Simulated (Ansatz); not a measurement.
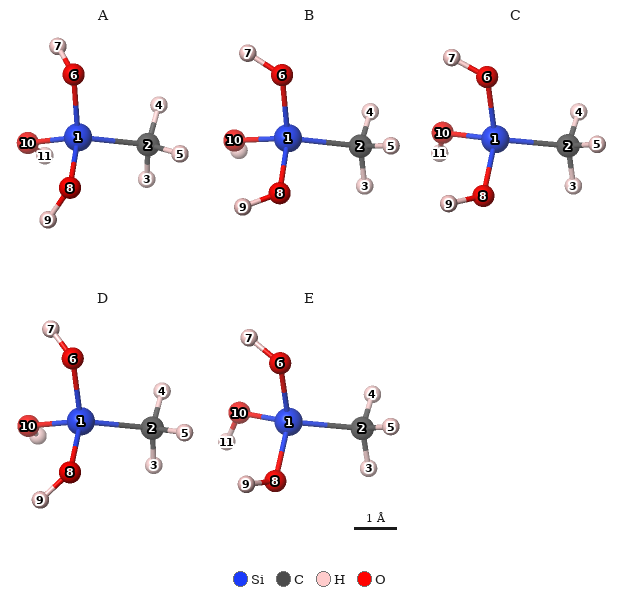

5 geometries from one relaxation of CH$_{6}$O$_{3}$Si, in shuffled order. The picture is a ball-and-stick view, seen at a tilt.

The run prepares the start of a later molecular dynamics calculation, from a guessed geometry.

The calculation used Ansatz, RKS B3LYP/6-31G. Settings: no spin polarisation; force threshold 0.02 eV/Å; at most 40 steps.

Put them in the order of the run, from the start to the converged end.

Answer. A, D, B, C, E. They are steps 0, 2, 4, 5, 10, at +71.8 kJ/mol, +23.2 kJ/mol, +6.43 kJ/mol, +4.64 kJ/mol relative to the last. Over 9 accepted moves (10 points after the start) the energy falls by 71.8 kJ/mol. The largest force component goes from 2.2 to 0.017 eV/Å. The line search rejected the trial step at point 9 of the run. H9 moves most after the best rigid fit: 0.76 Å. By element the largest moves are H 0.76 Å, O 0.54 Å, Si 0.26 Å, C 0.20 Å. Among the contacts that change: Si1–O10 1.679 → 1.720 Å, O10–H11 1.010 → 0.969 Å, Si1–O6 1.680 → 1.708 Å, C2–H3 1.110 → 1.094 Å. Among the angles between lasting bonds that change: Si1–O10–H11 109.5° → 125.0°, Si1–O8–H9 109.5° → 124.4°, Si1–O6–H7 109.5° → 121.6°. Groups turn about Si1–O8 by about 105°, Si1–O10 by about 65°, Si1–O6 by about 40°. Cost: 43 s on 1 thread of Arm Neoverse V1, on a shared host, peak memory 0.14 GiB.

Limits of the set-up: the basis has no polarisation functions, which atoms past neon need.
